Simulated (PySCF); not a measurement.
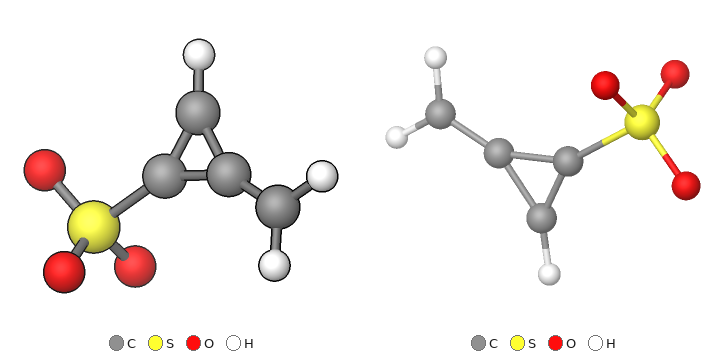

Both panels show the same species.

State: charge −1, singlet. The geometry was computed by an optimisation with PBE0-D3(BJ)/def2-SVP. No frequency run is at hand to confirm it as a minimum.

What is the molecular formula?

C₄H₃O₃S⁻, 11 atoms: 4 carbon, 3 hydrogen, 3 oxygen and 1 sulfur.

Describe its rings.

Independent rings (smallest set): 1 of 3 members.

What is the point group of this geometry?

C1.

Name some functional groups or characteristic bonds that it holds.

Among them: alkene.

Count the bonded pairs by element.

4 C–C, 3 O–S, 3 C–H, 1 C–S.

More results for the same structure follow; atom numbers are the same in all pictures, views and colours differ.

Geometry

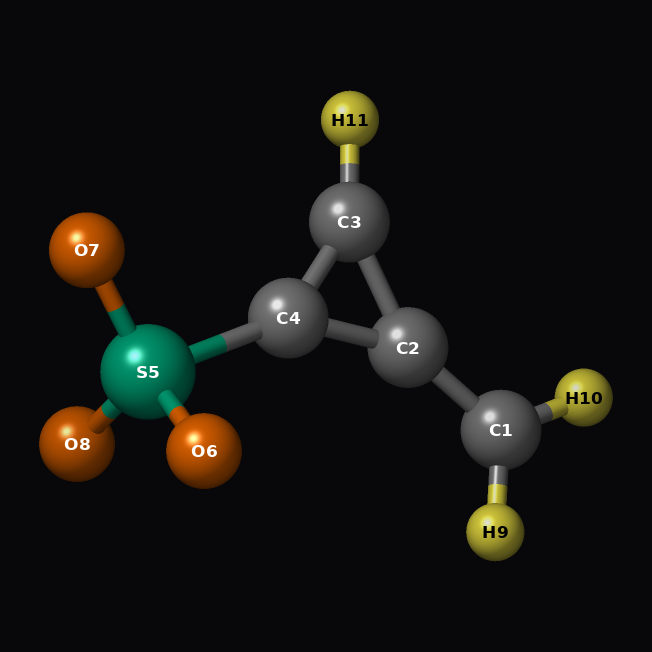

Numbered structure. No frequency run is at hand to confirm it as a minimum.

Describe the coordination of atom 1.

C1 has 3 neighbours (C2 at 1.34, H9 at 1.09, H10 at 1.09 Å); the arrangement is trigonal planar.

Describe the coordination of atom 5.

S5 has 4 neighbours (C4 at 1.80, O6 at 1.47, O7 at 1.47, O8 at 1.47 Å); the arrangement is tetrahedral.

What is the dihedral angle C2–C4–S5–O7?

172° in size, that is anti.

Quadrupole coupling

No frequency run is at hand to confirm it as a minimum. Electric field gradients from the ground-state density, PBE0/pcSseg-1 in acetonitrile (IEF-PCM) (PySCF 2.14.0), non-relativistic apart from any core potentials.

Give the largest field-gradient component, the quadrupole coupling constant and the asymmetry for 33S at S5 (Q = −67.81 mb), 17O at O6 (Q = −25.6 mb), 17O at O7 (Q = −25.6 mb), 17O at O8 (Q = −25.6 mb), 2H at H9 (Q = 2.86 mb), 2H at H10 (Q = 2.86 mb), 2H at H11 (Q = 2.86 mb).

```json
{"atom": "S5", "V_zz (a.u.)": "0.527", "e²qQ/h (MHz)": "−8.40", "η": "0.02"}
{"atom": "O6", "V_zz (a.u.)": "1.427", "e²qQ/h (MHz)": "−8.59", "η": "0.23"}
{"atom": "O7", "V_zz (a.u.)": "1.439", "e²qQ/h (MHz)": "−8.66", "η": "0.21"}
{"atom": "O8", "V_zz (a.u.)": "1.419", "e²qQ/h (MHz)": "−8.53", "η": "0.26"}
{"atom": "H9", "V_zz (a.u.)": "0.317", "e²qQ/h (MHz)": "0.213", "η": "0.10"}
{"atom": "H10", "V_zz (a.u.)": "0.313", "e²qQ/h (MHz)": "0.211", "η": "0.11"}
{"atom": "H11", "V_zz (a.u.)": "0.310", "e²qQ/h (MHz)": "0.208", "η": "0.02"}
```

NMR shielding

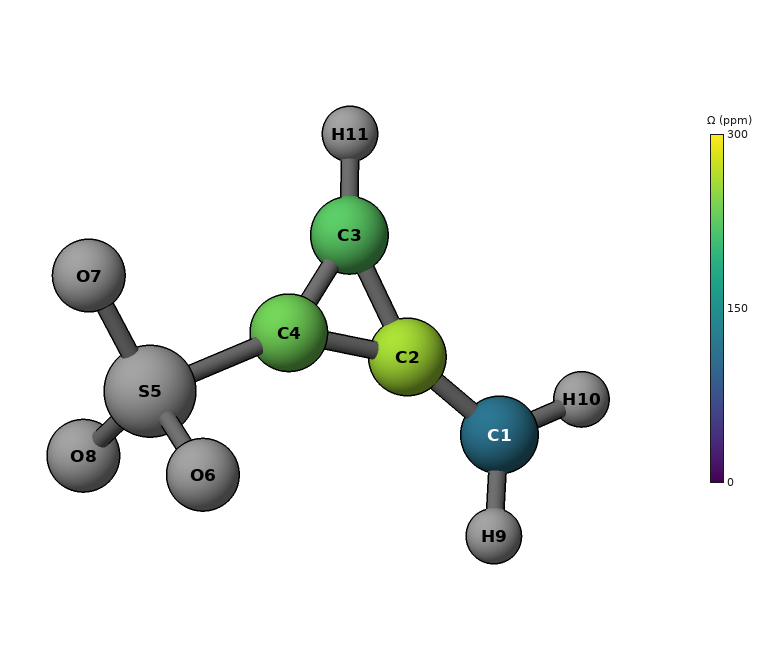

The C atoms are coloured by the span of their shielding tensor. No frequency run is at hand to confirm it as a minimum. Method: GIAO PBE0/pcSseg-1 NMR shielding, non-relativistic, IEF-PCM chloroform (PySCF 2.14.0). Principal shieldings σ11 ≤ σ22 ≤ σ33, span Ω = σ33 − σ11, skew κ = 3(σiso − σ22)/Ω.

Which C atom has the most anisotropic shielding?

C2, with a span of 259 ppm.

Give the shielding tensors of the C atoms.

| atom | σ11 | σ22 | σ33 | σiso | Ω | κ |
| --- | --- | --- | --- | --- | --- | --- |
| C1 | 59.5 | 145.6 | 174.0 | 126.4 | 114.5 | −0.50 |
| C2 | −69.4 | 35.4 | 189.9 | 52.0 | 259.3 | 0.19 |
| C3 | −43.3 | 30.0 | 180.1 | 55.6 | 223.4 | 0.34 |
| C4 | −89.2 | 15.2 | 145.5 | 23.8 | 234.7 | 0.11 |

Shieldings and span in ppm.

Levels of theory compared

No frequency run is at hand to confirm it as a minimum. Program: PySCF 2.14.0.

At this fixed geometry, give HOMO energy (eV) at these levels: PBE0/pcSseg-1 in acetonitrile (IEF-PCM); PBE0/pcSseg-1 in chloroform (IEF-PCM); ωB97X-D/def2-SVPD; ωB97X-D/def2-SVPD in acetonitrile (IEF-PCM); ωB97X-D/def2-SVPD in chloroform (IEF-PCM).

```
                                      level  HOMO energy (eV)
    PBE0/pcSseg-1 in acetonitrile (IEF-PCM)             −6.06
      PBE0/pcSseg-1 in chloroform (IEF-PCM)             −5.39
                          ωB97X-D/def2-SVPD             −4.44
ωB97X-D/def2-SVPD in acetonitrile (IEF-PCM)             −7.96
  ωB97X-D/def2-SVPD in chloroform (IEF-PCM)             −7.30
```
